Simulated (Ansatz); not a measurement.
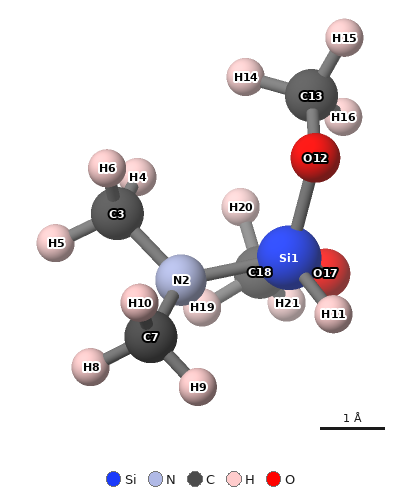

Fig. 1: The starting structure (ball-and-stick view, seen at a tilt; atoms are numbered from 1 in the order of the input). Bond lengths as drawn: C–H 1.10 to 1.11 Å, C–N 1.48 Å, C–O 1.45 Å, H–Si 1.44 Å, N–Si 1.74 Å and O–Si 1.70 Å.

# Molecular dynamics, with input and output: C$_{4}$H$_{13}$NO$_{2}$Si (part 1 of 3)

System: C$_{4}$H$_{13}$NO$_{2}$Si.
Method: RKS CAM-B3LYP-D4/STO-3G (Ansatz 0.2.0).

It belongs to a series of runs on one base structure; here: dynamics from the start. Figures and captions count atoms from 1; the log counts them from 0 in places.

What the program printed
```
Engine: ansatz 0.2.0, x86_64-unknown-linux-gnu
Functional definition: CAM-B3LYP
  parameter alpha = 0.19
  parameter beta = 0.46
  parameter omega = 0.33/bohr
  parameter ac = 0.81
  exchange = (1 - alpha - beta)*b88_x + beta*b88_x_sr(omega) + alpha*exact_x + beta*exact_x_lr(omega)
  correlation = (1 - ac)*vwn5_c + ac*lyp_c
861 factors; integrals over basis functions are off by at most 1.3e-5 eV
352 factors; integrals over basis functions are off by at most 5.1e-7 eV
mean field evaluation 1: about -17594.4334 eV, gradient 3.3e1 eV
mean field evaluation 2: about -17596.2174 eV, gradient 2.6e1 eV
mean field evaluation 4: about -17597.9973 eV, gradient 9.7e-1 eV
mean field evaluation 8: about -17597.9014 eV, gradient 7.8e-3 eV
mean field -17597.90136549 eV, -646.7109468956 hartree, gradient 4.1e-5 eV, S^2 0.000000; 0 other end points of the search recorded, 0 dependent functions left out
the calculation of the forces begins
reference -17597.90148878 eV, -646.7109514266 hartree; 37, 37 occupied and 20, 20 virtual orbitals, 861 factors
md step     0: t =     0.00 fs  T =  2857.1 K  F+E_penalty+E_count = -17598.36233434 eV  E_kin = 7.755600 eV  (23 SCF iters)
these checks for a lower state are left out or cut short: starts, cluster_reference, orbital_swaps, neighbouring_geometries, increment
861 factors; integrals over basis functions are off by at most 1.1e-5 eV
352 factors; integrals over basis functions are off by at most 5.4e-7 eV
mean field evaluation 16: about -17597.7744 eV, gradient 1.7e-2 eV
mean field -17597.67457423 eV, -646.7026124708 hartree, gradient 1.0e-5 eV, S^2 0.000000; 0 other end points of the search recorded, 0 dependent functions left out
the calculation of the forces begins
reference -17597.67469732 eV, -646.7026169943 hartree; 37, 37 occupied and 20, 20 virtual orbitals, 861 factors
md step     1: t =     0.50 fs  T =  2622.6 K  F+E_penalty+E_count = -17598.13584837 eV  E_kin = 7.118879 eV  (27 SCF iters, 3 dispersion substeps)
[... from here on the SCF iterations and repeated set-up lines of each step are left out, up to the last step ...]
md step     2: t =     1.00 fs  T =  2761.9 K  F+E_penalty+E_count = -17597.52421161 eV  E_kin = 7.497031 eV  (27 SCF iters, 3 dispersion substeps)
md step     3: t =     1.50 fs  T =  2358.9 K  F+E_penalty+E_count = -17596.75408634 eV  E_kin = 6.403081 eV  (27 SCF iters, 3 dispersion substeps)
md step     4: t =     2.00 fs  T =  2265.0 K  F+E_penalty+E_count = -17596.05298124 eV  E_kin = 6.148342 eV  (27 SCF iters, 3 dispersion substeps)
md step     5: t =     2.50 fs  T =  2142.9 K  F+E_penalty+E_count = -17595.47657173 eV  E_kin = 5.816765 eV  (27 SCF iters, 3 dispersion substeps)
md step     6: t =     3.00 fs  T =  2171.8 K  F+E_penalty+E_count = -17595.06256550 eV  E_kin = 5.895155 eV  (28 SCF iters, 3 dispersion substeps)
md step     7: t =     3.50 fs  T =  2194.0 K  F+E_penalty+E_count = -17594.68464367 eV  E_kin = 5.955519 eV  (28 SCF iters, 3 dispersion substeps)
md step     8: t =     4.00 fs  T =  2205.0 K  F+E_penalty+E_count = -17594.29261766 eV  E_kin = 5.985357 eV  (27 SCF iters, 3 dispersion substeps)
md step     9: t =     4.50 fs  T =  1980.2 K  F+E_penalty+E_count = -17593.91528412 eV  E_kin = 5.375188 eV  (27 SCF iters, 3 dispersion substeps)
md step    10: t =     5.00 fs  T =  1889.4 K  F+E_penalty+E_count = -17593.59061566 eV  E_kin = 5.128800 eV  (28 SCF iters, 3 dispersion substeps)
md step    11: t =     5.50 fs  T =  1821.6 K  F+E_penalty+E_count = -17593.35332951 eV  E_kin = 4.944646 eV  (28 SCF iters, 3 dispersion substeps)
md step    12: t =     6.00 fs  T =  1846.9 K  F+E_penalty+E_count = -17593.20973959 eV  E_kin = 5.013405 eV  (28 SCF iters, 3 dispersion substeps)
md step    13: t =     6.50 fs  T =  2093.4 K  F+E_penalty+E_count = -17593.09948329 eV  E_kin = 5.682479 eV  (28 SCF iters, 3 dispersion substeps)
md step    14: t =     7.00 fs  T =  2145.9 K  F+E_penalty+E_count = -17593.07347895 eV  E_kin = 5.825068 eV  (28 SCF iters, 3 dispersion substeps)
md step    15: t =     7.50 fs  T =  2142.9 K  F+E_penalty+E_count = -17593.07390783 eV  E_kin = 5.816776 eV  (29 SCF iters, 3 dispersion substeps)
md step    16: t =     8.00 fs  T =  2067.8 K  F+E_penalty+E_count = -17593.01500175 eV  E_kin = 5.612919 eV  (26 SCF iters, 3 dispersion substeps)
md step    17: t =     8.50 fs  T =  1996.4 K  F+E_penalty+E_count = -17592.90395033 eV  E_kin = 5.419042 eV  (29 SCF iters, 3 dispersion substeps)
md step    18: t =     9.00 fs  T =  2159.6 K  F+E_penalty+E_count = -17592.69445993 eV  E_kin = 5.862160 eV  (29 SCF iters, 3 dispersion substeps)
md step    19: t =     9.50 fs  T =  2281.7 K  F+E_penalty+E_count = -17592.50958190 eV  E_kin = 6.193563 eV  (29 SCF iters, 3 dispersion substeps)
md step    20: t =    10.00 fs  T =  2250.1 K  F+E_penalty+E_count = -17592.49348370 eV  E_kin = 6.107757 eV  (29 SCF iters, 3 dispersion substeps)
md step    21: t =    10.50 fs  T =  2457.5 K  F+E_penalty+E_count = -17592.64926679 eV  E_kin = 6.670719 eV  (29 SCF iters, 3 dispersion substeps)
md step    22: t =    11.00 fs  T =  2707.6 K  F+E_penalty+E_count = -17592.81975472 eV  E_kin = 7.349799 eV  (29 SCF iters, 3 dispersion substeps)
md step    23: t =    11.50 fs  T =  2774.6 K  F+E_penalty+E_count = -17592.68409972 eV  E_kin = 7.531593 eV  (29 SCF iters, 3 dispersion substeps)
md step    24: t =    12.00 fs  T =  2778.5 K  F+E_penalty+E_count = -17592.14830156 eV  E_kin = 7.542179 eV  (29 SCF iters, 3 dispersion substeps)
md step    25: t =    12.50 fs  T =  2678.3 K  F+E_penalty+E_count = -17591.46000841 eV  E_kin = 7.270191 eV  (29 SCF iters, 3 dispersion substeps)
md step    26: t =    13.00 fs  T =  2551.4 K  F+E_penalty+E_count = -17590.92656408 eV  E_kin = 6.925698 eV  (29 SCF iters, 3 dispersion substeps)
md step    27: t =    13.50 fs  T =  2682.8 K  F+E_penalty+E_count = -17590.63629811 eV  E_kin = 7.282398 eV  (29 SCF iters, 3 dispersion substeps)
md step    28: t =    14.00 fs  T =  2722.8 K  F+E_penalty+E_count = -17590.50966728 eV  E_kin = 7.390894 eV  (30 SCF iters, 3 dispersion substeps)
md step    29: t =    14.50 fs  T =  2609.4 K  F+E_penalty+E_count = -17590.54569057 eV  E_kin = 7.083023 eV  (29 SCF iters, 3 dispersion substeps)
md step    30: t =    15.00 fs  T =  2443.2 K  F+E_penalty+E_count = -17590.68726969 eV  E_kin = 6.631957 eV  (28 SCF iters, 3 dispersion substeps)
md step    31: t =    15.50 fs  T =  2455.0 K  F+E_penalty+E_count = -17590.89412881 eV  E_kin = 6.664121 eV  (28 SCF iters, 3 dispersion substeps)
md step    32: t =    16.00 fs  T =  2479.0 K  F+E_penalty+E_count = -17591.07281486 eV  E_kin = 6.729107 eV  (30 SCF iters, 3 dispersion substeps)
md step    33: t =    16.50 fs  T =  2567.9 K  F+E_penalty+E_count = -17591.12872590 eV  E_kin = 6.970407 eV  (29 SCF iters, 3 dispersion substeps)
md step    34: t =    17.00 fs  T =  2556.1 K  F+E_penalty+E_count = -17591.03986679 eV  E_kin = 6.938423 eV  (29 SCF iters, 3 dispersion substeps)
md step    35: t =    17.50 fs  T =  2282.6 K  F+E_penalty+E_count = -17590.72656292 eV  E_kin = 6.195918 eV  (29 SCF iters, 3 dispersion substeps)
md step    36: t =    18.00 fs  T =  2089.2 K  F+E_penalty+E_count = -17590.22712847 eV  E_kin = 5.671027 eV  (31 SCF iters, 3 dispersion substeps)
md step    37: t =    18.50 fs  T =  1666.5 K  F+E_penalty+E_count = -17589.81089221 eV  E_kin = 4.523604 eV  (30 SCF iters, 3 dispersion substeps)
md step    38: t =    19.00 fs  T =  1803.9 K  F+E_penalty+E_count = -17589.74637636 eV  E_kin = 4.896577 eV  (30 SCF iters, 3 dispersion substeps)
md step    39: t =    19.50 fs  T =  1942.2 K  F+E_penalty+E_count = -17590.06613229 eV  E_kin = 5.272041 eV  (29 SCF iters, 3 dispersion substeps)
md step    40: t =    20.00 fs  T =  2304.9 K  F+E_penalty+E_count = -17590.80291255 eV  E_kin = 6.256508 eV  (29 SCF iters, 3 dispersion substeps)
md step    41: t =    20.50 fs  T =  2843.7 K  F+E_penalty+E_count = -17591.69601419 eV  E_kin = 7.719220 eV  (29 SCF iters, 3 dispersion substeps)
md step    42: t =    21.00 fs  T =  3303.5 K  F+E_penalty+E_count = -17592.29296892 eV  E_kin = 8.967329 eV  (28 SCF iters, 3 dispersion substeps)
md step    43: t =    21.50 fs  T =  3154.9 K  F+E_penalty+E_count = -17592.25556285 eV  E_kin = 8.563803 eV  (27 SCF iters, 3 dispersion substeps)
md step    44: t =    22.00 fs  T =  3047.5 K  F+E_penalty+E_count = -17591.53983767 eV  E_kin = 8.272278 eV  (28 SCF iters, 3 dispersion substeps)
md step    45: t =    22.50 fs  T =  2727.3 K  F+E_penalty+E_count = -17590.66731061 eV  E_kin = 7.403151 eV  (28 SCF iters, 3 dispersion substeps)
md step    46: t =    23.00 fs  T =  2612.0 K  F+E_penalty+E_count = -17590.36032803 eV  E_kin = 7.090145 eV  (30 SCF iters, 3 dispersion substeps)
md step    47: t =    23.50 fs  T =  2875.9 K  F+E_penalty+E_count = -17590.73070533 eV  E_kin = 7.806388 eV  (30 SCF iters, 3 dispersion substeps)
md step    48: t =    24.00 fs  T =  3165.1 K  F+E_penalty+E_count = -17591.12322243 eV  E_kin = 8.591644 eV  (28 SCF iters, 3 dispersion substeps)
md step    49: t =    24.50 fs  T =  3477.8 K  F+E_penalty+E_count = -17591.17721689 eV  E_kin = 9.440356 eV  (28 SCF iters, 3 dispersion substeps)
md step    50: t =    25.00 fs  T =  3193.0 K  F+E_penalty+E_count = -17590.93286442 eV  E_kin = 8.667301 eV  (28 SCF iters, 3 dispersion substeps)
md step    51: t =    25.50 fs  T =  3038.4 K  F+E_penalty+E_count = -17590.52120429 eV  E_kin = 8.247625 eV  (28 SCF iters, 3 dispersion substeps)
md step    52: t =    26.00 fs  T =  2858.9 K  F+E_penalty+E_count = -17590.04466200 eV  E_kin = 7.760386 eV  (28 SCF iters, 3 dispersion substeps)
md step    53: t =    26.50 fs  T =  2714.6 K  F+E_penalty+E_count = -17589.57979116 eV  E_kin = 7.368631 eV  (28 SCF iters, 3 dispersion substeps)
md step    54: t =    27.00 fs  T =  2872.3 K  F+E_penalty+E_count = -17589.12192383 eV  E_kin = 7.796782 eV  (28 SCF iters, 3 dispersion substeps)
md step    55: t =    27.50 fs  T =  2640.9 K  F+E_penalty+E_count = -17588.74745626 eV  E_kin = 7.168600 eV  (29 SCF iters, 3 dispersion substeps)
md step    56: t =    28.00 fs  T =  2635.7 K  F+E_penalty+E_count = -17588.51651286 eV  E_kin = 7.154435 eV  (28 SCF iters, 3 dispersion substeps)
md step    57: t =    28.50 fs  T =  2617.7 K  F+E_penalty+E_count = -17588.48472978 eV  E_kin = 7.105549 eV  (29 SCF iters, 3 dispersion substeps)
md step    58: t =    29.00 fs  T =  2670.7 K  F+E_penalty+E_count = -17588.75821307 eV  E_kin = 7.249454 eV  (29 SCF iters, 3 dispersion substeps)
md step    59: t =    29.50 fs  T =  3077.4 K  F+E_penalty+E_count = -17589.21380245 eV  E_kin = 8.353559 eV  (29 SCF iters, 3 dispersion substeps)
md step    60: t =    30.00 fs  T =  3081.1 K  F+E_penalty+E_count = -17589.67834146 eV  E_kin = 8.363636 eV  (29 SCF iters, 3 dispersion substeps)
md step    61: t =    30.50 fs  T =  3359.4 K  F+E_penalty+E_count = -17590.00812226 eV  E_kin = 9.118842 eV  (29 SCF iters, 3 dispersion substeps)
md step    62: t =    31.00 fs  T =  2992.1 K  F+E_penalty+E_count = -17590.13516533 eV  E_kin = 8.122068 eV  (29 SCF iters, 3 dispersion substeps)
md step    63: t =    31.50 fs  T =  2999.3 K  F+E_penalty+E_count = -17590.18924344 eV  E_kin = 8.141370 eV  (28 SCF iters, 3 dispersion substeps)
md step    64: t =    32.00 fs  T =  3251.2 K  F+E_penalty+E_count = -17590.34546193 eV  E_kin = 8.825362 eV  (28 SCF iters, 3 dispersion substeps)
md step    65: t =    32.50 fs  T =  3267.5 K  F+E_penalty+E_count = -17590.71022057 eV  E_kin = 8.869555 eV  (28 SCF iters, 3 dispersion substeps)
md step    66: t =    33.00 fs  T =  3197.6 K  F+E_penalty+E_count = -17591.24438787 eV  E_kin = 8.679626 eV  (28 SCF iters, 3 dispersion substeps)
md step    67: t =    33.50 fs  T =  3531.1 K  F+E_penalty+E_count = -17591.69561395 eV  E_kin = 9.584993 eV  (29 SCF iters, 3 dispersion substeps)
md step    68: t =    34.00 fs  T =  3562.3 K  F+E_penalty+E_count = -17591.76224859 eV  E_kin = 9.669734 eV  (28 SCF iters, 3 dispersion substeps)
md step    69: t =    34.50 fs  T =  3811.0 K  F+E_penalty+E_count = -17591.43259397 eV  E_kin = 10.344723 eV  (28 SCF iters, 3 dispersion substeps)
md step    70: t =    35.00 fs  T =  3535.7 K  F+E_penalty+E_count = -17590.97030843 eV  E_kin = 9.597644 eV  (28 SCF iters, 3 dispersion substeps)
md step    71: t =    35.50 fs  T =  3232.6 K  F+E_penalty+E_count = -17590.70745934 eV  E_kin = 8.774643 eV  (28 SCF iters, 3 dispersion substeps)
md step    72: t =    36.00 fs  T =  3210.2 K  F+E_penalty+E_count = -17590.74318009 eV  E_kin = 8.713870 eV  (28 SCF iters, 3 dispersion substeps)
md step    73: t =    36.50 fs  T =  3304.0 K  F+E_penalty+E_count = -17590.96191331 eV  E_kin = 8.968584 eV  (28 SCF iters, 3 dispersion substeps)
md step    74: t =    37.00 fs  T =  3274.7 K  F+E_penalty+E_count = -17591.04385062 eV  E_kin = 8.889067 eV  (28 SCF iters, 3 dispersion substeps)
md step    75: t =    37.50 fs  T =  3308.4 K  F+E_penalty+E_count = -17590.90419575 eV  E_kin = 8.980486 eV  (28 SCF iters, 3 dispersion substeps)
md step    76: t =    38.00 fs  T =  3183.4 K  F+E_penalty+E_count = -17590.72543142 eV  E_kin = 8.641160 eV  (27 SCF iters, 3 dispersion substeps)
md step    77: t =    38.50 fs  T =  3176.3 K  F+E_penalty+E_count = -17590.60859862 eV  E_kin = 8.621957 eV  (27 SCF iters, 3 dispersion substeps)
md step    78: t =    39.00 fs  T =  3060.7 K  F+E_penalty+E_count = -17590.56751535 eV  E_kin = 8.308225 eV  (28 SCF iters, 3 dispersion substeps)
md step    79: t =    39.50 fs  T =  2711.8 K  F+E_penalty+E_count = -17590.51077970 eV  E_kin = 7.361188 eV  (27 SCF iters, 3 dispersion substeps)
md step    80: t =    40.00 fs  T =  2496.1 K  F+E_penalty+E_count = -17590.46315157 eV  E_kin = 6.775548 eV  (30 SCF iters, 3 dispersion substeps)
md step    81: t =    40.50 fs  T =  2612.8 K  F+E_penalty+E_count = -17590.64253073 eV  E_kin = 7.092368 eV  (29 SCF iters, 3 dispersion substeps)
md step    82: t =    41.00 fs  T =  2619.3 K  F+E_penalty+E_count = -17590.97600491 eV  E_kin = 7.109981 eV  (29 SCF iters, 3 dispersion substeps)
md step    83: t =    41.50 fs  T =  2623.9 K  F+E_penalty+E_count = -17591.28905055 eV  E_kin = 7.122549 eV  (29 SCF iters, 3 dispersion substeps)
md step    84: t =    42.00 fs  T =  2509.0 K  F+E_penalty+E_count = -17591.51018200 eV  E_kin = 6.810543 eV  (27 SCF iters, 3 dispersion substeps)
md step    85: t =    42.50 fs  T =  2543.3 K  F+E_penalty+E_count = -17591.49891139 eV  E_kin = 6.903748 eV  (29 SCF iters, 3 dispersion substeps)
md step    86: t =    43.00 fs  T =  2560.6 K  F+E_penalty+E_count = -17591.24010098 eV  E_kin = 6.950553 eV  (29 SCF iters, 3 dispersion substeps)
md step    87: t =    43.50 fs  T =  2437.6 K  F+E_penalty+E_count = -17590.84083691 eV  E_kin = 6.616846 eV  (30 SCF iters, 3 dispersion substeps)
md step    88: t =    44.00 fs  T =  2460.1 K  F+E_penalty+E_count = -17590.52756590 eV  E_kin = 6.677954 eV  (30 SCF iters, 3 dispersion substeps)
md step    89: t =    44.50 fs  T =  2511.3 K  F+E_penalty+E_count = -17590.43018747 eV  E_kin = 6.816740 eV  (29 SCF iters, 3 dispersion substeps)
md step    90: t =    45.00 fs  T =  2391.0 K  F+E_penalty+E_count = -17590.54608231 eV  E_kin = 6.490344 eV  (29 SCF iters, 3 dispersion substeps)
md step    91: t =    45.50 fs  T =  2645.3 K  F+E_penalty+E_count = -17590.89035828 eV  E_kin = 7.180540 eV  (29 SCF iters, 3 dispersion substeps)
md step    92: t =    46.00 fs  T =  2683.1 K  F+E_penalty+E_count = -17591.31816300 eV  E_kin = 7.283059 eV  (31 SCF iters, 3 dispersion substeps)
md step    93: t =    46.50 fs  T =  2799.3 K  F+E_penalty+E_count = -17591.66043748 eV  E_kin = 7.598678 eV  (31 SCF iters, 3 dispersion substeps)
md step    94: t =    47.00 fs  T =  2853.6 K  F+E_penalty+E_count = -17591.77232647 eV  E_kin = 7.746111 eV  (30 SCF iters, 3 dispersion substeps)
md step    95: t =    47.50 fs  T =  2386.4 K  F+E_penalty+E_count = -17591.57621286 eV  E_kin = 6.477800 eV  (27 SCF iters, 3 dispersion substeps)
md step    96: t =    48.00 fs  T =  2341.8 K  F+E_penalty+E_count = -17591.27148004 eV  E_kin = 6.356771 eV  (30 SCF iters, 3 dispersion substeps)
md step    97: t =    48.50 fs  T =  2185.0 K  F+E_penalty+E_count = -17591.01574638 eV  E_kin = 5.931188 eV  (31 SCF iters, 3 dispersion substeps)
md step    98: t =    49.00 fs  T =  2205.4 K  F+E_penalty+E_count = -17590.95534640 eV  E_kin = 5.986560 eV  (31 SCF iters, 3 dispersion substeps)
md step    99: t =    49.50 fs  T =  2024.8 K  F+E_penalty+E_count = -17591.15160602 eV  E_kin = 5.496321 eV  (30 SCF iters, 3 dispersion substeps)
md step   100: t =    50.00 fs  T =  2207.6 K  F+E_penalty+E_count = -17591.56972012 eV  E_kin = 5.992519 eV  (30 SCF iters, 3 dispersion substeps)
md step   101: t =    50.50 fs  T =  2326.0 K  F+E_penalty+E_count = -17591.97454012 eV  E_kin = 6.313734 eV  (29 SCF iters, 3 dispersion substeps)
md step   102: t =    51.00 fs  T =  2459.8 K  F+E_penalty+E_count = -17592.24876091 eV  E_kin = 6.677044 eV  (29 SCF iters, 3 dispersion substeps)
md step   103: t =    51.50 fs  T =  2475.6 K  F+E_penalty+E_count = -17592.45302770 eV  E_kin = 6.719961 eV  (29 SCF iters, 3 dispersion substeps)
md step   104: t =    52.00 fs  T =  2424.4 K  F+E_penalty+E_count = -17592.55288170 eV  E_kin = 6.580810 eV  (29 SCF iters, 3 dispersion substeps)
md step   105: t =    52.50 fs  T =  2236.9 K  F+E_penalty+E_count = -17592.50520221 eV  E_kin = 6.071955 eV  (28 SCF iters, 3 dispersion substeps)
md step   106: t =    53.00 fs  T =  2213.2 K  F+E_penalty+E_count = -17592.37644939 eV  E_kin = 6.007621 eV  (29 SCF iters, 3 dispersion substeps)
md step   107: t =    53.50 fs  T =  2021.5 K  F+E_penalty+E_count = -17592.26794042 eV  E_kin = 5.487179 eV  (29 SCF iters, 3 dispersion substeps)
md step   108: t =    54.00 fs  T =  2162.8 K  F+E_penalty+E_count = -17592.12148806 eV  E_kin = 5.870943 eV  (29 SCF iters, 3 dispersion substeps)
md step   109: t =    54.50 fs  T =  2018.9 K  F+E_penalty+E_count = -17591.94797672 eV  E_kin = 5.480351 eV  (29 SCF iters, 3 dispersion substeps)
md step   110: t =    55.00 fs  T =  2068.3 K  F+E_penalty+E_count = -17591.86679906 eV  E_kin = 5.614410 eV  (29 SCF iters, 3 dispersion substeps)
md step   111: t =    55.50 fs  T =  2202.5 K  F+E_penalty+E_count = -17591.93564330 eV  E_kin = 5.978644 eV  (29 SCF iters, 3 dispersion substeps)
md step   112: t =    56.00 fs  T =  2288.8 K  F+E_penalty+E_count = -17592.21738651 eV  E_kin = 6.212833 eV  (29 SCF iters, 3 dispersion substeps)
md step   113: t =    56.50 fs  T =  2257.2 K  F+E_penalty+E_count = -17592.51189677 eV  E_kin = 6.127166 eV  (29 SCF iters, 3 dispersion substeps)
md step   114: t =    57.00 fs  T =  2119.9 K  F+E_penalty+E_count = -17592.69281457 eV  E_kin = 5.754267 eV  (27 SCF iters, 3 dispersion substeps)
md step   115: t =    57.50 fs  T =  1910.8 K  F+E_penalty+E_count = -17592.69801606 eV  E_kin = 5.186794 eV  (30 SCF iters, 3 dispersion substeps)
md step   116: t =    58.00 fs  T =  1958.0 K  F+E_penalty+E_count = -17592.58412676 eV  E_kin = 5.314979 eV  (29 SCF iters, 3 dispersion substeps)
md step   117: t =    58.50 fs  T =  1861.0 K  F+E_penalty+E_count = -17592.46002057 eV  E_kin = 5.051738 eV  (29 SCF iters, 3 dispersion substeps)
md step   118: t =    59.00 fs  T =  1958.7 K  F+E_penalty+E_count = -17592.37598217 eV  E_kin = 5.316757 eV  (29 SCF iters, 3 dispersion substeps)
md step   119: t =    59.50 fs  T =  1765.2 K  F+E_penalty+E_count = -17592.35045707 eV  E_kin = 4.791468 eV  (29 SCF iters, 3 dispersion substeps)
```
